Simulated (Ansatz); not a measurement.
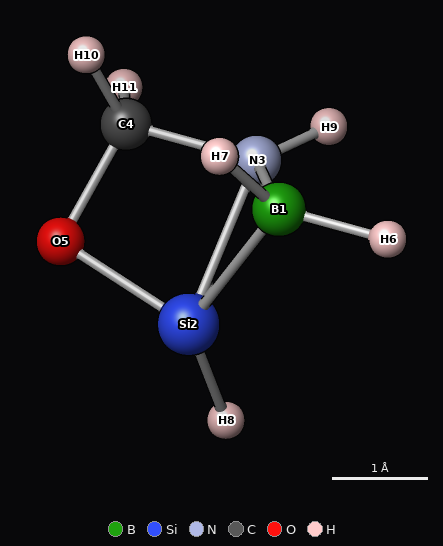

The structure (ball-and-stick view, seen at an oblique angle; atoms are numbered from 1 in the order of the input).

CH₆BNOSi: single-point calculation

The run: single-point calculation of CH₆BNOSi. Method and program: RKS PBE0-D4/def2-QZVPP (Ansatz 0.2.0).

The geometry comes from this level: PBE0-D4/def2-TZVP.

## Input file
```yaml
crystal:
  periodic: [false, false, false]
  atoms:
    - {symbol: B, position_ang: [-1.439149, 0.079726, 0.209541]}
    - {symbol: Si, position_ang: [-0.120134, -1.375885, 0.003825]}
    - {symbol: N, position_ang: [0.079648, 0.427513, 0.515346]}
    - {symbol: C, position_ang: [0.999502, 0.520333, -0.633366]}
    - {symbol: O, position_ang: [1.011003, -0.807070, -1.122992]}
    - {symbol: H, position_ang: [-2.061231, -0.009027, 1.230600]}
    - {symbol: H, position_ang: [-1.905897, 0.579231, -0.774102]}
    - {symbol: H, position_ang: [0.525986, -2.375820, 0.904652]}
    - {symbol: H, position_ang: [0.352295, 0.870116, 1.378580]}
    - {symbol: H, position_ang: [0.624909, 1.216108, -1.390747]}
    - {symbol: H, position_ang: [1.998468, 0.817874, -0.300737]}
basis:
  gaussian: {orbitals: "def2-QZVPP.json"}
hamiltonian: {xc: pbe0, dispersion: d4}
output: {orbitals: {seedname: orbitals}}
```

## The program's output
```
Functional definition: PBE0
  name "PBE0"
  cite "Adamo & Barone, J. Chem. Phys. 110, 6158 (1999) doi:10.1063/1.478522"
  cite "Perdew, Burke & Ernzerhof, Phys. Rev. Lett. 77, 3865 (1996) doi:10.1103/PhysRevLett.77.3865"
  parent pbe
  parameter a = 0.25
  parameter kappa = 0.804
  parameter beta = 0.06672455060314922
  exchange = (1 - a)*pbe_x(kappa = kappa, mu = beta*pi^2/3) + a*exact_x
  correlation = pbe_c(beta = beta)
1478 factors; their error is unknown
mean field evaluation 1: about -13208.7758 eV, gradient 6.9e1 eV
mean field evaluation 2: about -13189.0774 eV, gradient 1.1e2 eV
mean field evaluation 4: about -13218.9691 eV, gradient 6.5e0 eV
mean field evaluation 8: about -13219.0505 eV, gradient 1.8e-1 eV
mean field evaluation 16: about -13219.0548 eV, gradient 2.2e-4 eV
mean field -13219.05478495 eV, -485.7913031497 hartree, gradient 4.4e-5 eV, S^2 0.000000; 0 other end points of the search recorded, 0 dependent functions left out
reference -13219.05482710 eV, -485.7913046989 hartree; 23, 23 occupied and 455, 455 virtual orbitals, 1478 factors
Total energy: -13219.26036827 eV, -485.7988581973 hartree
```

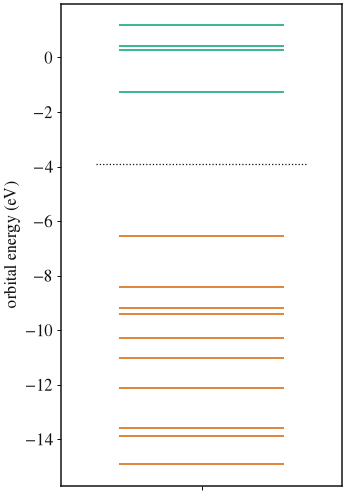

Orbital energies near the frontier; the dotted line parts filled from empty levels, and levels within 0.02 eV of each other stand side by side. Highest filled −6.55 eV, lowest empty −1.26 eV, 5.29 eV apart.

## Results in brief

| quantity | value |
| --- | --- |
| outcome | converged |
| total energy | −13219.2604 eV |
| mean-field energy | −13219.0548 eV |
| dispersion energy | −0.2055 eV |
| SCF solution under orbital rotations | stable |
| HOMO | −6.55 eV |
| LUMO | −1.26 eV |
| hardware | 4 threads of Arm Neoverse V2, 23 GiB of memory available, shared host |
| wall time | 6.5 s (CPU time 24 s) |
| peak memory | 1.7 GiB |
